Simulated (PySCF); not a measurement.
Vertical excitations of a molecule CH5ClFNSi from PySCF with TDDFT-LC-ωPBE/def2-SVPD, as energy in eV (oscillator strength): 7.57 (0.048), 8.02 (0.014), 8.49 (0.112), 8.71 (0.029), 8.82 (0.002), 8.91 (0.025), 9.03 (0.077), 9.07 (0.041), 9.29 (0.010), 9.31 (0.008). Lowest triplet (TDA): 7.05 eV. Geometry: B3LYP-D3(BJ)/def2-SVP. Other conformers were not sampled.

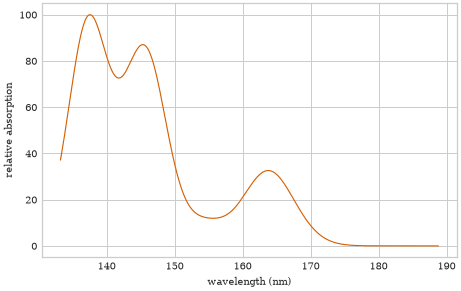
The lines broadened by 0.4 eV.

Problem. Identify the compound among the candidates.
A. C[Si@@](N)(F)Cl
B. CN[Si@H](F)Cl
C. N[Si@@H](Cl)CF
D. NC[Si@H](F)Cl

Solution. C, N[Si@@H](Cl)CF
